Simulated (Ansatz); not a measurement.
# Debugging a many-body input for Al2O3 (Corundum)

A first try at the G0W0 gap of Al2O3 (Corundum), what the program said, and an input that works.

Main program and level: Ansatz 0.2.0; G0W0 on PBE, plane waves, PAW.

**1. Set-up**

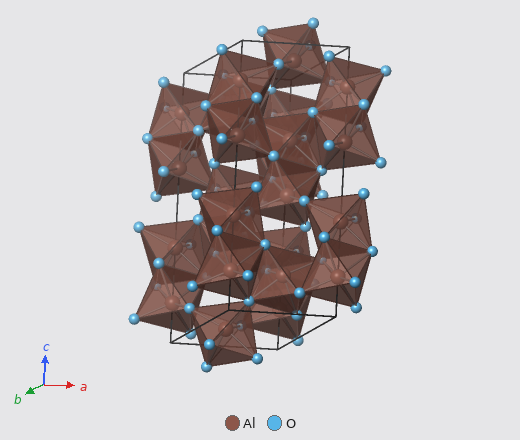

The cell as given, from a free direction (aluminium brown, oxygen blue). This picture shows the conventional cell, with its axes. Some periodic images of atoms are drawn too.

The cell and positions come from the Crystallography Open Database and are kept as given unless a step says otherwise. The default PAW set here is soft_2. Its files were made with PBE.

**2. First try**

Contents of input.yaml:

```yaml
crystal:
  lattice:
    - [2.38025, 1.3742379782, 4.3318666667]
    - [-2.38025, 1.3742379782, 4.3318666667]
    - [0.0, -2.7484759565, 4.3318666667]
  atoms:
    - { symbol: Al, position: [0.35216, 0.35216, 0.35216] }
    - { symbol: Al, position: [0.14784, 0.14784, 0.14784] }
    - { symbol: Al, position: [0.64784, 0.64784, 0.64784] }
    - { symbol: Al, position: [0.85216, 0.85216, 0.85216] }
    - { symbol: O, position: [0.55668, 0.94332, 0.25] }
    - { symbol: O, position: [0.25, 0.55668, 0.94332] }
    - { symbol: O, position: [0.94332, 0.25, 0.55668] }
    - { symbol: O, position: [0.44332, 0.05668, 0.75] }
    - { symbol: O, position: [0.75, 0.44332, 0.05668] }
    - { symbol: O, position: [0.05668, 0.75, 0.44332] }
kpoints:
  mp_grid: { grid: [4, 4, 4] }
hamiltonian:
  xc: pbe
scf:
  occupations: { method: fixed }
gw:
  n_empty_bands: 138
  ecut_chi: 10
  qp_bands: [v3, c3]
  qp_kpoints: band_edges
  screening: { model: contour_deformation }
```

Launch:

```sh
ansatz run input.yaml --threads 3 --pin off --max-ram 92160MiB --backend cuda --events-out ev --progress --plain --runs-dir out --devices 1 --max-vram 13GiB
```

Numbers of over 12 decimals in the logs are rounded to 6 here.

What it wrote:

```text
GPUs: using 1 of 1 available (devices: 1).
Engine: ansatz 0.2.0, x86_64-unknown-linux-gnu
Pseudopotentials: kind: paw
Pseudopotential: Al, paw, valence charge 3, recommended cutoff 420 eV (normal), Al.paw.azcp
Pseudopotential: O, paw, valence charge 6, recommended cutoff 420 eV (normal), O.paw.azcp
Functional definition: PBE
  parameter kappa = 0.804
  parameter beta = 0.066725
  exchange = pbe_x(kappa = kappa, mu = beta*pi^2/3)
  correlation = pbe_c(beta = beta)
device memory: the entry about to start is reckoned to put 1.7 GiB on a device that reports 41.1 GiB free (of which the cap on the GPU budget leaves the run 13.0 GiB)
GPU FFT provider: cuFFT
GPU libraries: cuBLAS 13.8.2, cuFFT 12.4.0, cuSOLVER 12.3.4
Crystal: 10 atoms, lattice volume = 85.018 Å³
Basis set: ecut = 420 eV, 1653 PW (Γ)
Bands: 34, of which v1, the nominal top of the filled ones, is band 24 counted from 1 (23 counted from 0)
Symmetry: 12 space group operations
Space group: R-3c (ITA 167), of the structure as read, at distance tolerance 4.4e-5 Å
k-points: 13 of 64
Non-local potential: Al, projectors of the file, l = 0: 2, l = 1: 2, l = 2: 1
Non-local potential: O, projectors of the file, l = 0: 2, l = 1: 2, l = 2: 1
PAW form: soft (Blöchl's): semilocal exchange-correlation on the pseudo side does not see the compensation charge
PAW one-centre angular grid: Al, 110 points (default); XC on 64 Gauss nodes
PAW one-centre angular grid: O, 110 points (default); XC on 64 Gauss nodes
Initial density: superposition of atomic densities (neutral atoms: chi_scale 0, normalization atom), corrected by the library's trained network
Initial wavefunctions: pseudopotential atomic-orbital guess
GPU buffer pool allocated for 46656 grid points (all kernels)
GPU transforms: local potential and band sums: pruned to the plane-wave sphere, on 36×36×36
Functional: x = pbe(κ = 0.804, μ = 0.219515), c = pbe(β = 0.066725)
SCF iter   1: F=—  HF=-5569.548618 eV  |F-HF|=—  |Δ(HF+E_count)|=         —  Δρ=1.69e-3  dr2=1.16e-3  ethr=1.77e-3  ⟨swp⟩=5.3  Hψ=1777  notcnv=0  defer=87
preconditioner: auto → Resta (q_TF=auto, 2.480 Å⁻¹)  ε∞=3.5  [insulator: Δε(μ)=6.209 eV  Ē_g=17.621 eV  n_scr=20 (ndim 8)  ℏωp=27.9 eV  f_vac=0.000  ε∞_Penn≈3.5]
SCF iter   2: F=—  HF=-5569.550190 eV  |F-HF|=—  |Δ(HF+E_count)|=   1.57e-3  Δρ=8.67e-4  dr2=2.49e-4  ethr=2.42e-6  ⟨swp⟩=2.1  Hψ=885  notcnv=0  defer=104
SCF iter   3: F=—  HF=-5569.550790 eV  |F-HF|=—  |Δ(HF+E_count)|=   6.00e-4  Δρ=2.46e-4  dr2=2.78e-5  ethr=5.20e-7  ⟨swp⟩=2.0  Hψ=656  notcnv=0  defer=104
SCF iter   4: F=—  HF=-5569.550832 eV  |F-HF|=—  |Δ(HF+E_count)|=   4.24e-5  Δρ=4.77e-5  dr2=1.01e-6  ethr=5.79e-8  ⟨swp⟩=2.0  Hψ=628  notcnv=0  defer=88
iter 5 did not close the SCF: its close was put off for the readings that it lacked (scf_convergence_deferred on its scf_iter line)
SCF iter   5: F=-5569.550833 eV  HF=-5569.550833 eV  |F-HF|=1.08e-8  |Δ(HF+E_count)|=   1.09e-6  Δρ=9.38e-6  dr2=3.27e-8  ethr=2.10e-9  ⟨swp⟩=2.0  Hψ=704  notcnv=0  defer=90
SCF iter   6: F=-5569.550833 eV  HF=-5569.550833 eV  |F-HF|=1.32e-9  |Δ(HF+E_count)|=   2.51e-9  Δρ=2.09e-6  dr2=2.10e-9  ethr=6.81e-11  ⟨swp⟩=10.0  Hψ=2376  notcnv=0
SCF 1 converged in 6 iterations: F = -5569.550833 eV  dr2 = 2.10e-9
[...]
device memory: the entry about to start is reckoned to put 2.3 GiB on a device that reports 40.5 GiB free (of which the cap on the GPU budget leaves the run 13.0 GiB)
NSCF: frozen V_eff on 13 k-points
[...]
device memory: the entry about to start is reckoned to put 3.9 GiB on a device that reports 40.0 GiB free (of which the cap on the GPU budget leaves the run 13.0 GiB)
NSCF: frozen V_eff on 13 k-points
G₀W₀ screening: q 1/13
[... further progress lines ...]
device memory: the entry about to start is reckoned to put 0.5 GiB on a device that reports 36.9 GiB free (of which the cap on the GPU budget leaves the run 13.0 GiB)
NSCF: frozen V_eff on 1 k-points
device memory: the entry about to start is reckoned to put 0.5 GiB on a device that reports 36.8 GiB free (of which the cap on the GPU budget leaves the run 13.0 GiB)
NSCF: frozen V_eff on 1 k-points
device memory: the entry about to start is reckoned to put 0.5 GiB on a device that reports 36.7 GiB free (of which the cap on the GPU budget leaves the run 13.0 GiB)
NSCF: frozen V_eff on 1 k-points
SCF converged after 6 iterations
Free energy (F): -5569.550833 eV
Harris-Foulkes:  -5569.550833 eV  (|F-HF|=1.32e-9)
Internal energy: -5569.550833 eV  (E = F + TS)
E sigma→0 (E₀):  -5569.550833 eV
Fermi energy:    7.750965 eV
--- Per-component energies (eV) ---
  E_band       = 66.968517
  E_kinetic    = 1184.755987
  E_local      = -1979.100557  (includes V_loc(G=0)·N_el)
  E_nonlocal   = 324.570045
  E_hartree    = 734.071986
  E_xc         = -613.960366
  E_vxc        = -697.572498  (∫ρ·V_xc dr)
  E_paw        = -2822.172533  (= ΣΔE_a)
  E_vpaw       = -233.842790  (= ΣTr[D̂ρ^β])
  E_aug_tail   = 0.015174  (compensation charges beyond the density's cutoff)
  E_ewald      = -2397.730569
  E_smearing   = -0.000000  (= −TS)
  E_closure    = 0.000000  (closes the sum)
  Σ components = -5569.550833   (vs F -5569.550833, Δ=0.00e0)
--- Band table (eV; the first three rows and the last of 13) ---
  k-point 0: bands = [... 20 lower, 7.2534, 7.7066, 7.7066, 7.7510, 13.9678, 16.9106, 18.5127, 19.2898, ... 6 higher]
  k-point 1: bands = [... 20 lower, 6.9864, 7.3014, 7.5967, 7.6382, 15.2220, 17.8162, 17.9062, 18.5498, ... 6 higher]
  k-point 2: bands = [... 20 lower, 6.8416, 6.8416, 7.4771, 7.4771, 17.2217, 17.2217, 17.4052, 17.4052, ... 6 higher]
  k-point 12: bands = [... 20 lower, 7.3684, 7.3684, 7.3684, 7.3684, 16.4293, 16.4293, 18.8590, 18.8590, ... 6 higher]
--- G₀W₀: contour deformation, 5 samples at zero and on the imaginary axis and 2 off it, 64 q-points, 138 empty bands' worth ---
  eigenvalues of the whole cell's RPA ε∞ on this k-mesh (on a slab, of 1 + 4πα/V) = 3.2749, 3.3162, 3.3162; static W/v taken at q = 0 is 0.302742
  bands read: the sum over 162 bands ends inside a degenerate multiplet in 2 slots, whose members it reads at an even weight; the widest, k=12: bands 161 to 164 (counted from 1) at 2/4 each
  gw.qp_kpoints: band_edges: 11 of 13 stored k-points solved, in 1 pass; an edge of the gap read off the rows below is read off those points alone
    valence top: of the k-points left out ik 10 came nearest to being solved in a further pass, in band 24 (counted from 1, as in the quasiparticle table): it holds the edge there only if its correction is more favourable than any solved in that band by at least 0.513 eV; those differ by 0.146 eV
    conduction bottom: of the k-points left out ik 10 came nearest to being solved in a further pass, in band 25 (counted from 1, as in the quasiparticle table): it holds the edge there only if its correction is more favourable than any solved in that band by at least 2.787 eV; those differ by 0.298 eV
    ik  band        ε_KS         Σx   Σc(E_QP)       V_xc       Z   E_QP_lin       E_QP  E_QP is
     0    22      7.7066   -26.9900     3.5742   -21.3928  0.8733     5.6605     5.6837  root
     0    23      7.7066   -26.9900     3.5742   -21.3928  0.8733     5.6605     5.6837  root
     0    24      7.7510   -26.9138     3.5554   -21.3873  0.8736     5.7581     5.7799  root
     0    25     13.9678   -11.3835    -3.3589   -16.6328  0.8825    15.8745    15.8582  root
     0    26     16.9106    -7.9116    -3.6305   -13.5347  0.8807    18.9232    18.9032  root
     0    27     18.5127   -10.0280    -3.8451   -16.4078  0.8763    21.0845    21.0474  root
     1    22      7.3014   -26.5359     3.6998   -20.7076  0.8702     5.1457     5.1729  root
     1    23      7.5967   -26.8143     3.6249   -21.1261  0.8722     5.5087     5.5334  root
     1    24      7.6382   -26.8054     3.6107   -21.1611  0.8725     5.5809     5.6047  root
     1    25     15.2220   -11.9853    -3.4460   -17.4196  0.8793    17.2299    17.2104  root
     1    26     17.8162    -9.4428    -3.7358   -15.5046  0.8784    20.1716    20.1422  root
     1    27     17.9062    -8.6801    -3.7527   -14.5585  0.8771    20.0568    20.0319  root
     2    22      6.8416   -26.1453     3.8070   -20.1231  0.8676     4.5953     4.6263  root
     2    23      7.4771   -26.6211     3.6841   -20.8352  0.8709     5.3491     5.3754  root
[...]
12    23      7.3684   -26.7487     3.6615   -20.9898  0.8715     5.2451     5.2709  root
    12    24      7.3684   -26.7487     3.6615   -20.9898  0.8715     5.2451     5.2709  root
    12    25     16.4293   -10.5419    -3.6528   -16.2397  0.8770    18.4966    18.4743  root
    12    26     16.4293   -10.5419    -3.6528   -16.2397  0.8770    18.4966    18.4743  root
    12    27     18.8590    -7.1141    -3.8151   -13.0268  0.8778    20.9810    20.9567  root
```

Elapsed: 16 s, on 1 × NVIDIA H100 80GB HBM3 (shared by 6 runs) with 3 threads of AMD EPYC 7R13 (Zen 3), shared host; peak memory 1.1 GiB; 25 s of CPU time.

In the SCF lines HF is the Harris–Foulkes energy and dr2 the Hartree energy of the density residual, in eV; the loop may stop once dr2 is under the threshold and the program's other checks hold. Hψ counts applications of the Hamiltonian.

**Diagnosis.**

The run ended normally, though the input holds a fault or crude settings.

The fault: screening cutoff of 10 eV. Nearly all local fields and short-range correlation are left out.

It printed a gap of 10.08 eV, which is an artefact of the settings.

**3. A better input**

G0W0 replaces the xc potential by the self-energy, built once from these orbitals. Only a window of levels is corrected, while the sums run over the empty bands that the input names.

input.yaml: that of step 2 with these lines changed.

```diff
@@ -23,4 +23,4 @@
 gw:
-  n_empty_bands: 138
-  ecut_chi: 10
+  n_empty_bands: 164
+  ecut_chi: 90
   qp_bands: [v3, c3]
```

What it wrote:

```text
GPUs: using 1 of 1 available (devices: 1).
[...]
GPU FFT provider: cuFFT
GPU libraries: cuBLAS 13.8.2, cuFFT 12.4.0, cuSOLVER 12.3.4
Crystal: 10 atoms, lattice volume = 85.018 Å³
Basis set: ecut = 420 eV, 1653 PW (Γ)
Bands: 34, of which v1, the nominal top of the filled ones, is band 24 counted from 1 (23 counted from 0)
[... 1 set-up line as in the run before ...]
[...]
k-points: 13 of 64
[...]
GPU buffer pool allocated for 46656 grid points (all kernels)
[...]
SCF iter   1: F=—  HF=-5569.548618 eV  |F-HF|=—  |Δ(HF+E_count)|=         —  Δρ=1.69e-3  dr2=1.16e-3  ethr=1.77e-3  ⟨swp⟩=5.3  Hψ=1777  notcnv=0  defer=87
[...]
SCF iter   6: F=-5569.550833 eV  HF=-5569.550833 eV  |F-HF|=1.32e-9  |Δ(HF+E_count)|=   2.51e-9  Δρ=2.09e-6  dr2=2.10e-9  ethr=6.81e-11  ⟨swp⟩=10.0  Hψ=2376  notcnv=0
SCF 1 converged in 6 iterations: F = -5569.550833 eV  dr2 = 2.10e-9
[...]
0    22      7.7066   -26.9900     4.5133   -21.3928  0.8112     6.6150     6.6228  root
     0    23      7.7066   -26.9900     4.5133   -21.3928  0.8112     6.6150     6.6228  root
     0    24      7.7510   -26.9138     4.4630   -21.3873  0.8118     6.6800     6.6875  root
     0    25     13.9678   -11.3835    -3.8645   -16.6328  0.8537    15.3614    15.3526  root
     0    26     16.9106    -7.9116    -4.2590   -13.5347  0.8568    18.2845    18.2747  root
     0    27     18.5127   -10.0280    -4.4298   -16.4078  0.8471    20.4853    20.4627  root
     1    22      7.3014   -26.5359     4.6191   -20.7076  0.8086     6.0817     6.0921  root
     1    23      7.5967   -26.8143     4.5569   -21.1261  0.8103     6.4567     6.4654  root
[...]
12    24      7.3684   -26.7487     4.5898   -20.9898  0.8097     6.1897     6.1992  root
    12    25     16.4293   -10.5419    -4.1221   -16.2397  0.8466    18.0184    18.0050  root
    12    26     16.4293   -10.5419    -4.1221   -16.2397  0.8466    18.0184    18.0050  root
    12    27     18.8590    -7.1141    -4.4304   -13.0268  0.8564    20.3540    20.3413  root
[key lines of the parts left out:]
SCF converged after 6 iterations
Free energy (F): -5569.550833 eV
Fermi energy:    7.750965 eV
```

The job ended after 18 s (1 × NVIDIA H100 80GB HBM3 (shared by 6 runs) with 3 threads; peak memory 1.1 GiB).

Numbers from this step:

| Property | Result |
| --- | --- |
| bands summed | 188 |
| RPA ε∞ on this mesh (eigenvalues) | 3.106, 3.125, 3.125 |
| plane waves in the screening matrix | 169 |
| q-points in the mesh | 64 |
| G0W0 gap on the mesh | 8.665 eV |
| k of the valence top | 0, 0, 0 |
| k of the conduction bottom | 0, 0, 0 |
| starting gap on the mesh | 6.217 eV |
| Z at the valence top | 0.8118 |
| Z at the conduction bottom | 0.8537 |
| least direct G0W0 gap on the computed points | 8.665 eV |

The gap on the mesh goes from 6.22 eV to 8.67 eV, a correction of +2.45 eV. Between the two edge states, bare exchange in place of the xc potential would open the gap by 10.78 eV, and correlation takes back 8.33 eV.

**4. Results**

| Property | Result |
| --- | --- |
| first try | converged after 16 s |
| better run | G0W0 gap on the mesh 8.67 eV (4×4×4 mesh, 164 empty bands, screening to 90 eV) |

What this shows: The second run differs in: empty bands and screening cutoff (eV). Bands and cutoff are finite, so the gap is not at the basis limit. The miss can reach some tenths of an eV and take either sign; the mesh is an error of its own.

[Paths, hosts, dates, memory and timing lines, banners, echoed tables and standing remarks are left out of the program output.]

[Logs are printed without paths, hosts, clocks, repeated set-up lines and the standing remarks that a program may print on its own settings, such as how far it seeks lower states.]

[Runs of the session that timed out or met a known fault of the program may be left out.]

[Cells called generated may have been cut or substituted from an entry of the Crystallography Open Database or the Materials Project.]

[Hosts, paths, dates, database ids (printed as entryN), source tags and the programs' standing remarks are cut or masked in the printed files.]
